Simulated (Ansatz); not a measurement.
Input

```
crystal:
  periodic: [false, false, false]
  atoms:
    - { symbol: Mo, position_ang: [0.0, 0.0, 0.0] }
    - { symbol: F, position_ang: [0.0, 0.0, 2.12] }
    - { symbol: Cl, position_ang: [2.31, 0.0, 0.0] }
    - { symbol: F, position_ang: [0.0, 1.77, 0.0] }
    - { symbol: F, position_ang: [-1.77, 0.0, 0.0] }
    - { symbol: F, position_ang: [0.0, -1.77, 0.0] }
    - { symbol: F, position_ang: [0.0, 0.0, -1.77] }
    - { symbol: O, position_ang: [1.4195, 1.4788, 0.6811] }
    - { symbol: H, position_ang: [2.1501, 1.0257, 1.2113] }
    - { symbol: H, position_ang: [0.8521, 0.8877, 1.806] }
basis:
  gaussian: { orbitals: def2-SVP }
hamiltonian:
  xc: pbe
  dispersion: d4
relax:
  f_tol: 0.15
  max_steps: 25
  restrain:
    - { distance: [0, 7], at: 3.06, k: 30.0 }
    - { distance: [9, 1], at: 2.12, k: 30.0 }
    - { distance: [0, 1], at: 1.77, k: 30.0 }
    - { distance: [9, 7], at: 1.01, k: 30.0 }
output:
  orbitals: {}
```

Run with:

```sh
ansatz run input.yaml --threads 4 --pin off --max-ram 5120MiB --backend cpu --events-out ev --progress --plain --runs-dir out
```

The fields are those of the run's last geometry, not of the input's.

Core potentials replace the inner electrons of Mo; not at a stationary point (largest force 1.5 eV/Å).

All numbers below come from RKS PBE-D4/def2-SVP in Ansatz.

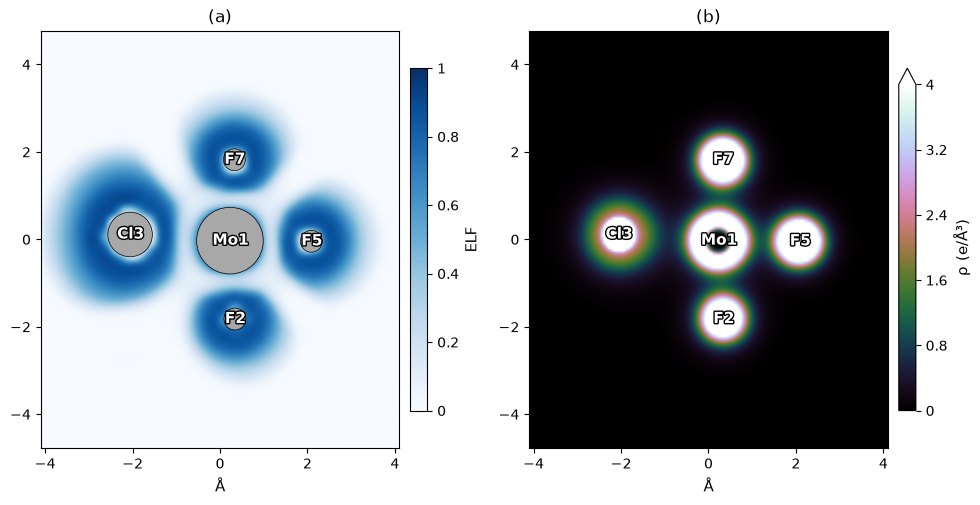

ClF₅Mo···H₂O. (a) electron localisation function; (b) electron density on the plane of atoms F5, Mo1 and F7. Grey discs cover the atomic cores in the ELF map.

Describe what can be read from this map.

Answer. The section cuts through Mo, F and Cl sites. Mo–F (1.81 Å): ρ at the midpoint is about 1.2 e/Å³; the ELF peaks at about 0.85 in the valence shell of F, 0.5 Å from its nucleus, and drops to about 0.30 between the two atoms. Mo–Cl (2.29 Å): the density is about 0.64 e/Å³ at the midpoint; the ELF peaks at about 0.85 in the valence shell of Cl, 0.8 Å from its nucleus, and is about 0.35 at the midpoint. Mo–F (1.86 Å): ρ at the midpoint is about 1.1 e/Å³; the ELF peaks at about 0.85 in the valence shell of F, 0.5 Å from its nucleus, and drops to about 0.25 between the two atoms.
